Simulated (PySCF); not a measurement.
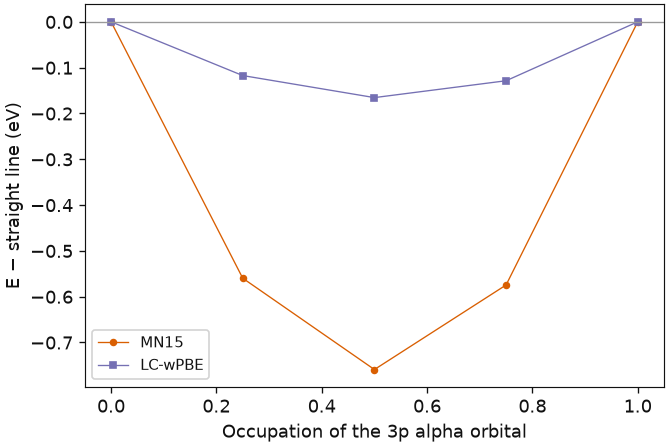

One 3p alpha orbital of P⁺ ([Ne] 3s² 3p²) is emptied in steps. The plot gives the energy less the straight line between the integer ends. PySCF, aug-cc-pV(D+d)Z, non-relativistic, unrestricted single determinants, no spin-orbit coupling.

Question: Describe the curvature of each method.

Answer: MN15: convex (delocalisation error), largest departure −0.76 eV, removal energy 19.80 eV; LC-wPBE: convex (delocalisation error), largest departure −0.17 eV, removal energy 19.95 eV. The NIST semi-empirical removal energy is 19.77 eV. The exact energy is a straight line between whole electron numbers.
